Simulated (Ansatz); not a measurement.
**One shape, several levels: CH4BFO2 (SMILES COB(O)F)**

We compute a comparison of 6 runs (HF/3-21G, HF/def2-SVP, PBE0/def2-SVP, r2SCAN/def2-SVP, wB97M-V/def2-SVP, MP2/def2-SVP) of CH4BFO2. 

The results are computed with Ansatz 0.2.0.

128 further runs of the same task are left out: 128 set aside as unsound or not needed.

## (1) The molecule

CH4BFO2 has 9 atoms, charge 0, and is taken as a singlet. SMILES: `COB(O)F`. The B3–F5 distance was set to 2.406 Å, away from the relaxed value. At this shape a bond of the SMILES string is far longer than usual.

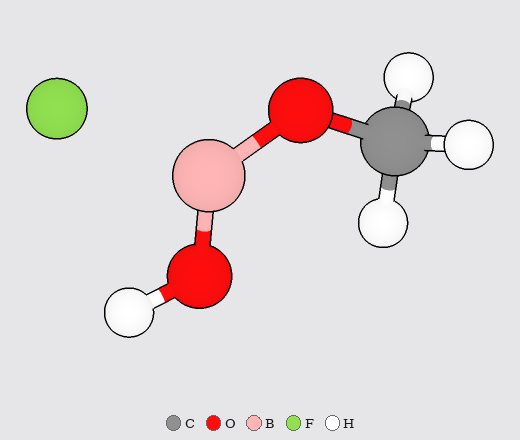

The structure, seen from a chosen angle (carbon grey, oxygen red, boron pink, fluorine green, hydrogen white).

## (2) A single-point energy at HF/3-21G (run 1)

Contents of job.yaml:

```yaml
crystal:
  periodic: [false, false, false]
  atoms:
    - symbol: C
      position_ang: [-0.714179, 0.273064, -2.130522]
    - symbol: O
      position_ang: [-0.551879, 0.471364, -0.740022]
    - symbol: B
      position_ang: [0.255521, -0.303336, 0.004878]
    - symbol: O
      position_ang: [0.975521, -1.332536, -0.519922]
    - symbol: F
      position_ang: [0.401500, 0.187700, 2.355300]
    - symbol: H
      position_ang: [-1.766379, 0.066964, -2.336022]
    - symbol: H
      position_ang: [-0.105579, -0.555936, -2.495822]
    - symbol: H
      position_ang: [-0.427979, 1.188764, -2.651222]
    - symbol: H
      position_ang: [1.502821, -1.788336, 0.139378]
basis:
  gaussian: {orbitals: 3-21G.json}
hamiltonian: {xc: hf}
output: {orbitals: {seedname: orbitals}}
accuracy: high
```

The basis set 3-21G is read from a file made from the Basis Set Exchange's data (not shown).

Run with:

```
$ ansatz run job.yaml --threads 1 --pin off --max-ram 3480MiB --events-out events.jsonl --progress --plain --runs-dir runs
```

The program printed:

```text
Warning: RAYON_NUM_THREADS=1 ignored (pool sized by the plan → 1); use --threads N
Functional definition: HF
  name "HF"
  exchange = exact_x
  correlation = 0
1154 factors; integrals over basis functions are off by at most 1.4e-8 eV
mean field evaluation 1: about -8492.2244 eV, gradient 4.7e1 eV
mean field evaluation 2: about -8492.5012 eV, gradient 4.8e1 eV
mean field evaluation 4: about -8497.5074 eV, gradient 3.7e0 eV
mean field evaluation 8: about -8497.6183 eV, gradient 7.4e-1 eV
mean field evaluation 16: about -8497.6213 eV, gradient 1.3e-8 eV
mean field -8497.62133183 eV, -312.2818240502 hartree, gradient 1.9e-8 eV, S^2 0.000000; 0 other end points of the search recorded, 0 dependent functions left out
reference -8497.62133183 eV, -312.2818240502 hartree; 20, 20 occupied and 33, 33 virtual orbitals, 1154 factors
Total energy: -8497.62133183 eV, -312.2818240502 hartree
```

Wall time 0.58 s (1 thread of Arm Neoverse V1, shared host); peak memory 0.11 GiB.

## (3) The energy at HF/def2-SVP (run 2)

Contents of job.yaml:

```yaml
basis:
  gaussian: {orbitals: def2-SVP}
crystal:
  periodic: [false, false, false]
  atoms:
    - {symbol: C, position_ang: [-0.714179, 0.273064, -2.130522]}
    - {symbol: O, position_ang: [-0.551879, 0.471364, -0.740022]}
    - {symbol: B, position_ang: [0.255521, -0.303336, 0.004878]}
    - {symbol: O, position_ang: [0.975521, -1.332536, -0.519922]}
    - {symbol: F, position_ang: [0.401500, 0.187700, 2.355300]}
    - {symbol: H, position_ang: [-1.766379, 0.066964, -2.336022]}
    - {symbol: H, position_ang: [-0.105579, -0.555936, -2.495822]}
    - {symbol: H, position_ang: [-0.427979, 1.188764, -2.651222]}
    - {symbol: H, position_ang: [1.502821, -1.788336, 0.139378]}
hamiltonian: {xc: hf}
accuracy: high
output: {orbitals: {seedname: orbitals}}
```

Run with:

```
$ ansatz run job.yaml --threads 1 --pin off --max-ram 3480MiB --events-out events.jsonl --progress --plain --runs-dir runs
```

The program printed:

```text
Warning: RAYON_NUM_THREADS=1 ignored (pool sized by the plan → 1); use --threads N
Functional definition: HF
  name "HF"
  exchange = exact_x
  correlation = 0
2062 factors; integrals over basis functions are off by at most 7.2e-9 eV
mean field evaluation 1: about -8532.4645 eV, gradient 5.0e1 eV
mean field evaluation 2: about -8532.5521 eV, gradient 5.0e1 eV
mean field evaluation 4: about -8537.7996 eV, gradient 4.2e0 eV
mean field evaluation 8: about -8537.8990 eV, gradient 6.2e-1 eV
mean field evaluation 16: about -8537.9020 eV, gradient 1.3e-8 eV
mean field -8537.90197903 eV, -313.7621105315 hartree, gradient 2.9e-8 eV, S^2 0.000000; 0 other end points of the search recorded, 0 dependent functions left out
reference -8537.90197903 eV, -313.7621105315 hartree; 20, 20 occupied and 70, 70 virtual orbitals, 2062 factors
Total energy: -8537.90197903 eV, -313.7621105315 hartree
```

It took 2.6 s on 1 thread of Arm Neoverse V1, shared host; peak memory 0.24 GiB.

Runs 3 to 5 aren't shown in full; the table further down has their settings and results.

## (4) A single-point energy at MP2/def2-SVP (run 6)

Contents of input.yaml:

```yaml
crystal:
  periodic: [false, false, false]
  atoms:
    - symbol: C
      position_ang: [-0.714179, 0.273064, -2.130522]
    - symbol: O
      position_ang: [-0.551879, 0.471364, -0.740022]
    - symbol: B
      position_ang: [0.255521, -0.303336, 0.004878]
    - symbol: O
      position_ang: [0.975521, -1.332536, -0.519922]
    - symbol: F
      position_ang: [0.401500, 0.187700, 2.355300]
    - symbol: H
      position_ang: [-1.766379, 0.066964, -2.336022]
    - symbol: H
      position_ang: [-0.105579, -0.555936, -2.495822]
    - symbol: H
      position_ang: [-0.427979, 1.188764, -2.651222]
    - symbol: H
      position_ang: [1.502821, -1.788336, 0.139378]
basis:
  gaussian: {orbitals: def2-SVP}
magnetization: {spin_polarized: false, initial_magnetization: 0}
correlation: {method: mp2, frozen_orbitals: {B: 1, C: 1, F: 1, H: 0, O: 1}}
accuracy: high
```

Run with:

```
$ ansatz run input.yaml --threads 1 --pin off --max-ram 3480MiB --events-out events.jsonl --progress --plain --runs-dir runs
```

The program printed:

```text
Warning: RAYON_NUM_THREADS=1 ignored (pool sized by the plan → 1); use --threads N
Functional definition: HF
  name "HF"
  exchange = exact_x
  correlation = 0
2062 factors; integrals over basis functions are off by at most 7.2e-9 eV
mean field evaluation 1: about -8532.4645 eV, gradient 5.0e1 eV
mean field evaluation 2: about -8532.5521 eV, gradient 5.0e1 eV
mean field evaluation 4: about -8537.7996 eV, gradient 4.2e0 eV
mean field evaluation 8: about -8537.8990 eV, gradient 6.2e-1 eV
mean field evaluation 16: about -8537.9020 eV, gradient 1.3e-8 eV
mean field -8537.90197903 eV, -313.7621105315 hartree, gradient 2.9e-8 eV, S^2 0.000000; 0 other end points of the search recorded, 0 dependent functions left out; unrestricted orbitals would lower it
5 core orbitals not correlated: weight in the atoms' cores, before any rotation towards them, 1.000 or more for the frozen orbitals, at most 0.000 for the correlated occupied ones
reference -8537.90197903 eV, -313.7621105315 hartree; 15, 15 occupied and 70, 70 virtual orbitals, 2062 factors
second order -21.57928466 eV of doubles, -0.00000000 eV of singles
Total energy: -8559.48126368 eV, -314.5551346156 hartree
```

Run time: 3.6 s. Hardware: 1 thread of Arm Neoverse V1, shared host; peak memory 0.25 GiB.

## (5) Overview of the runs

```csv
run,level,frozen core orbitals,energy (Eh),HOMO energy (eV),LUMO energy (eV),HOMO–LUMO gap (eV),wall time
1,HF/3-21G,–,-312.281824,-10.70,1.78,12.48,0.58 s
2,HF/def2-SVP,–,-313.762111,-11.67,1.26,12.94,2.6 s
3,PBE0/def2-SVP,–,-315.051173,-7.58,-2.43,5.15,7.5 s
4,r2SCAN/def2-SVP,–,-315.234487,-5.96,-3.15,2.81,11 s
5,wB97M-V/def2-SVP,–,-315.281755,-10.02,-0.20,9.83,80 s
6,MP2/def2-SVP,5,-314.555135,–,–,–,3.6 s
```

## (6) Results

| quantity | value |
| --- | --- |
| run 6: total energy | -314.55513 Eh |
| run 6: correlation energy (5 core orbitals frozen) | -793.0 mEh |

What this shows: Over runs 1, 2, 3, 4, 5 the HOMO–LUMO gap runs from 2.81 eV (r2SCAN/def2-SVP) to 12.94 eV (HF/def2-SVP). Exact exchange widens orbital gaps. Totals of different functionals can't be ranked against each other. In run 6 the log says that unrestricted orbitals would lower the reference, so the values rest on an unstable closed-shell determinant (other closed-shell runs at this shape may share the fault). All runs together took 1.7 min, the longest 80 s.
